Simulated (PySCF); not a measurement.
C₃H₈O₂Si, SMILES O([SiH3])CCC=O at its GFN2-xTB optimised geometry (Å):

```
14

O      3.2429    -0.2046    -0.0041
C      2.5421    -1.1759     0.0000
C      1.0438    -1.1759     0.0000
C      0.4515     0.2310     0.0000
O     -0.9405     0.1453    -0.0117
Si    -2.0424     1.3342    -0.0365
H      2.9768    -2.1957     0.0044
H      0.6956    -1.7260    -0.8785
H      0.6942    -1.7283     0.8764
H      0.8062     0.7796    -0.8805
H      0.7909     0.7739     0.8901
H     -3.2429     0.5158    -0.0446
H     -1.9225     2.1957     1.1432
H     -1.8912     2.1736    -1.2286
```

Level of theory: PBE0/def2-TZVP in PySCF. Cells within 0.4 Å of a nucleus heavier than hydrogen are left out (blank, or x).

Map of the deformation density (molecule minus spherical neutral atoms) (e/bohr³) on the plane z = 0.0 Å:

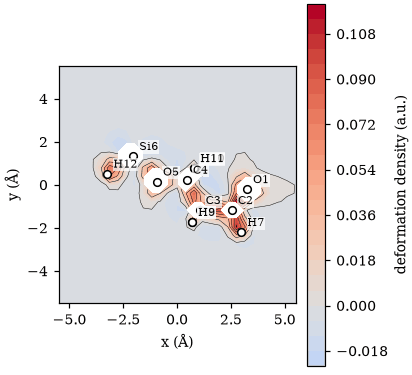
*Deformation density (molecule minus spherical neutral atoms) (e/bohr³) on the plane z = 0.0 Å.*
